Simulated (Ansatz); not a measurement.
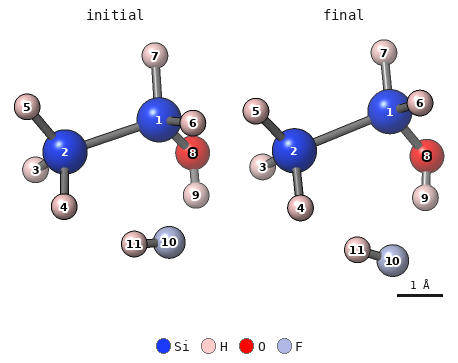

The structure of Si2H7OF before (left) and after (right) a relaxation, at one scale.

Style: ball-and-stick. Shown at a tilt.

The run prepares an end point of a later path (reaction) calculation, from a guessed geometry.

These are results of RKS PBE0-D4/def2-SVP in Ansatz, not measurements. Settings: no spin polarisation; force threshold 0.03 eV/Å; at most 50 steps.

Question: Summarise the run.

Answer: Over 10 accepted moves (11 points after the start) the energy falls by 13.1 kJ/mol. Largest force component: 1.3 eV/Å at the start, 0.012 eV/Å at the end. The line search rejected the trial step at point 7 of the run. The forces were under the threshold at step 8, but the run went on from there. The atom that moves furthest after the best rigid fit is F10 (0.48 Å). By element the largest moves are F 0.48 Å, H 0.45 Å, O 0.27 Å, Si 0.19 Å. Among the contacts that change: Si1–Si2 2.261 → 2.357 Å, Si1–O8 1.665 → 1.659 Å, F10–H11 0.927 → 0.933 Å, O8–H9 0.964 → 0.968 Å. Among the angles between lasting bonds that change: Si2–Si1–O8 113.4° → 110.1°, Si2–Si1–H7 106.7° → 109.3°, H7–Si1–O8 105.3° → 107.7°. Cost: 27 s on 2 threads of Arm Neoverse V2, with other jobs on the host, peak memory 0.2 GiB.
